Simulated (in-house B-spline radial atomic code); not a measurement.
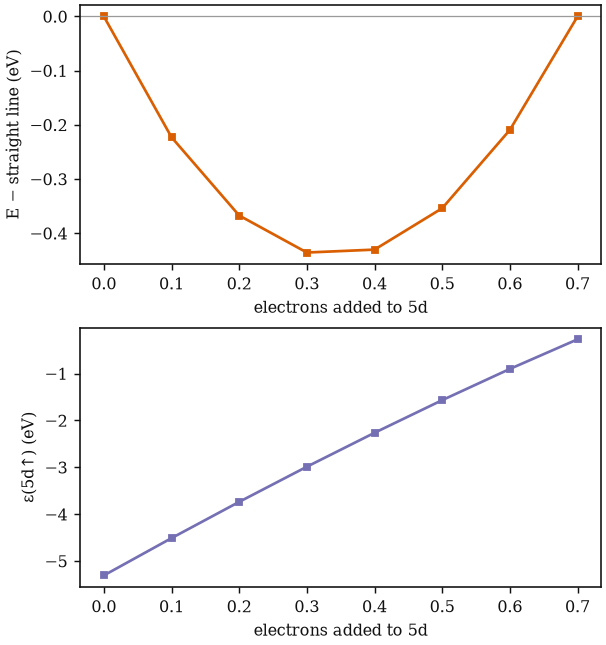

Method: scalar-relativistic (spin-free one-electron X2C) PBE, spin-polarised, spherical fractional occupations, Fermi nucleus, basis-set limit; computed with an in-house B-spline radial code. The occupation of the 5d shell is varied from W ([Xe] 4f14 5d4 6s2 (high spin)) to W with charge -0.7 ([Xe] 4f14 5d4.7 6s2 (5d: 4.7 up, 0 down)), with spherical fractional occupations. The plot shows the total energy less the straight line between the end points, and the eigenvalue of 5d↑.

> Is the energy convex or concave in the occupation, and by how much?

The curve is convex (below the straight line), with the largest deviation among the points computed, −0.44 eV, at 0.3. The eigenvalue, which is the slope of the energy (Janak's theorem), moves from −5.30 eV at 0 to −0.270 eV at 0.7. Convexity is the mark of the delocalisation error, which puts fractional charges too low; for p, d and f shells the spherical spreading of the fraction adds to it. One end point is itself fractional, so the deviation from the line between whole numbers would be larger.
